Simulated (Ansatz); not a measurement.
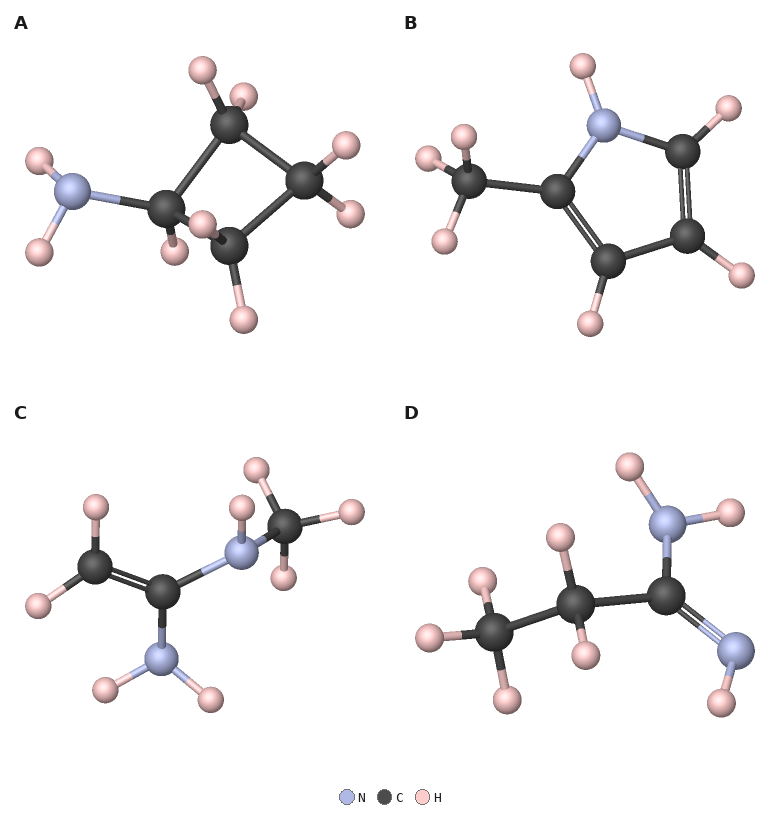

(Drawn from a calculation with Ansatz.)

> Match each picture to its SMILES.
(1) Cc1ccc[nH]1
(2) C=C(N)NC
(3) [H]/N=C(/N)CC
(4) NC1CCC1

A is (4), B is (1), C is (2), D is (3).
